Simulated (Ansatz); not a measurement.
System: C$_{2}$H$_{9}$N$_{2}$Ta.

The calculation's input:

```
crystal:
  periodic: [false, false, false]
  atoms:
    - {symbol: C, position_ang: [-1.948970, -0.244099, -0.396692]}
    - {symbol: Ta, position_ang: [0.108505, 0.332616, 0.004891]}
    - {symbol: C, position_ang: [1.085489, -1.249833, 1.131196]}
    - {symbol: N, position_ang: [0.083780, 1.782835, 1.009727]}
    - {symbol: N, position_ang: [1.088479, 0.758700, -1.661114]}
    - {symbol: H, position_ang: [-2.441872, -0.521584, 0.543408]}
    - {symbol: H, position_ang: [-2.544161, 0.553454, -0.849762]}
    - {symbol: H, position_ang: [-1.989061, -1.115232, -1.064258]}
    - {symbol: H, position_ang: [0.484387, -1.493977, 2.016022]}
    - {symbol: H, position_ang: [2.084617, -0.980458, 1.484420]}
    - {symbol: H, position_ang: [1.176201, -2.162639, 0.527337]}
    - {symbol: H, position_ang: [0.057234, 2.596271, 1.600417]}
    - {symbol: H, position_ang: [1.509554, 1.637107, -1.920796]}
    - {symbol: H, position_ang: [1.232817, 0.077539, -2.395994]}
basis:
  gaussian: {orbitals: def2-TZVPP}
hamiltonian: {xc: pbe0, dispersion: d4}
output: {orbitals: {seedname: orbitals}}
```

Run with:

```sh
ansatz run in.yaml --threads 4 --pin off --events-out ev --progress --plain --max-ram 11315MiB
```

Geometry: PBE0-D4/def2-TZVP; core potentials replace the inner electrons of Ta.

All numbers below come from RKS PBE0-D4/def2-TZVPP (Ansatz 0.2.0).

> What will maps of the electron density and electron localisation function show?

Ta–N (1.76 Å): the density is about 1.5 e/Å³ at the midpoint; the ELF peaks at about 0.80 in the valence shell of N, 0.5 Å from its nucleus, and drops to about 0.30 between the two atoms.
N–H (1.01 Å): the density is about 2.9 e/Å³ at the midpoint; the ELF climbs to about 1 towards the hydrogen, as it does in any bond to H: an ordinary covalent bond to hydrogen.
Ta–N (1.98 Å): ρ at the midpoint is about 0.94 e/Å³; the ELF peaks at about 0.90 in the valence shell of N, 0.6 Å from its nucleus, and is about 0.30 at the midpoint.

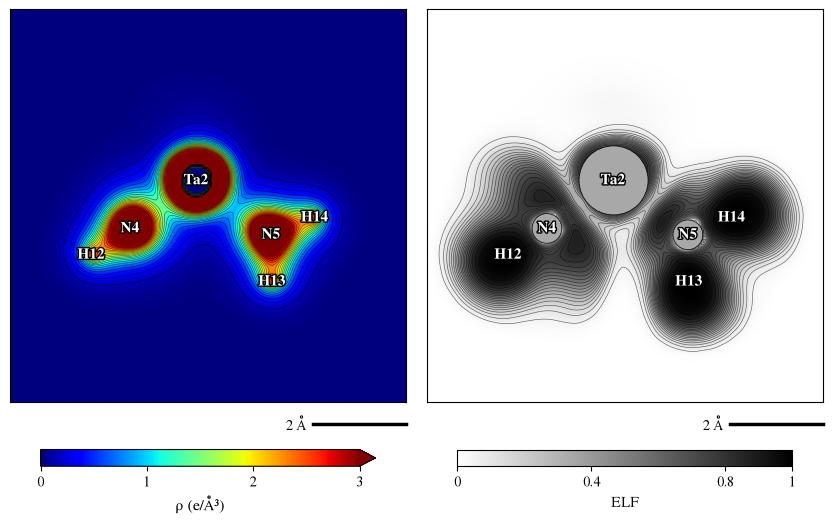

Computed electron density and electron localisation function on the plane of atoms H13, N5 and H14, in this order. Grey discs cover the atomic cores in the ELF map. 
